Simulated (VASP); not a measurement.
Band structure of InAgTe2 (space group I-42d). All values below come from PBEsol GGA, VASP's PBE PAW potentials (set 64) (plane waves; VASP).

Unless said otherwise, spin-orbit coupling is left out, though it shifts the bands of the heavy elements here.

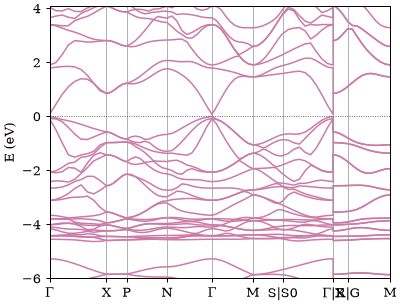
Fig. 1. Bands along high-symmetry lines, zero at the valence-band maximum or, without a gap, the Fermi level

### Question
Read the plot: is there a gap, and where are the band edges?

### Answer
The gap is direct, 0.08 eV, from the valence maximum at Γ to the conduction minimum at Γ. (Edges off the drawn lines would not show.)

The structure comes from a computed database's InAgTe2 entry (I-42d); how it stands against other phases isn't given here. It was relaxed first.
